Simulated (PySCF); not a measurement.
Ge(Vi)(OH)(OMe)2, SMILES C=[CH][Ge]([OH])([O]C)[O]C at its GFN2-xTB optimised geometry (Å):

```
18

C     -1.8000    -3.0646     2.0740
C     -2.2930    -1.9588     1.5474
Ge    -1.5000    -1.0234     0.0000
O     -2.1309     0.5960     0.0000
O     -1.8845    -1.6211    -1.6087
C     -1.3383    -2.7744    -2.2186
O      0.2842    -1.0234     0.0000
C      1.1062    -0.5600     1.0484
H     -2.2613    -3.5495     2.9222
H     -0.9095    -3.5319     1.6814
H     -3.1826    -1.4986     1.9496
H     -2.1372     1.0234    -0.8559
H     -1.7627    -3.6836    -1.7875
H     -1.6013    -2.7218    -3.2760
H     -0.2535    -2.8010    -2.1159
H      0.9031     0.4869     1.2835
H      2.1372    -0.6573     0.7038
H      0.9725    -1.1538     1.9557
```

Method: PBE0/def2-SVP in PySCF. Cells within 0.4 Å of a nucleus heavier than hydrogen are left out (blank, or x).

Map of the electron localisation function on the plane z = 0.0 Å:

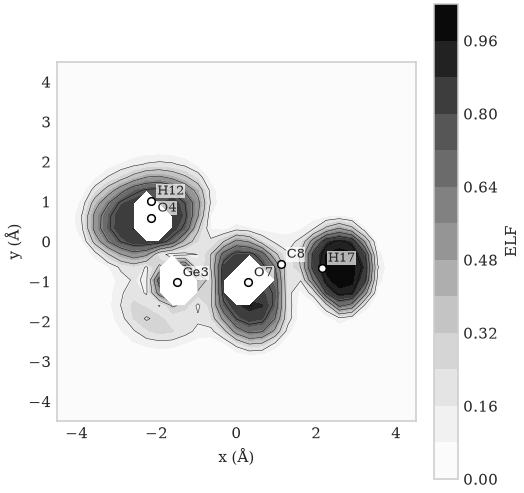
Figure: Electron localisation function on the plane z = 0.0 Å.
